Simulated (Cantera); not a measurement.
Input: 1 mol C6H6, 0.056 mol CO2, at 0.000120 bar.

Method: chemical equilibrium by Gibbs-energy minimisation in Cantera with the NASA 1993 tables (ideal gas, pure condensed phases). Candidate condensed phases: C, C6H6, C7H8, C8H18, H2O; 110 gas species. Rates play no part.

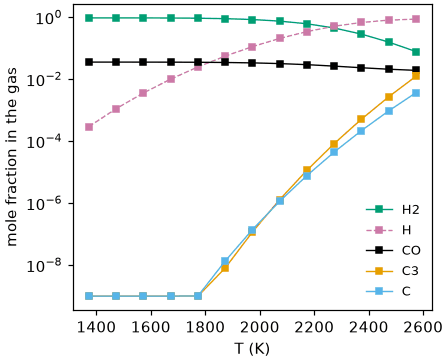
Figure: Equilibrium gas composition (values under 1e-9 drawn at 1e-9)

Q: Read off the mole fractions at 2073 K.

A: H2 about 0.76, H about 0.21, CO about 0.032, C3 about 1.3e-6, C about 1.2e-6.
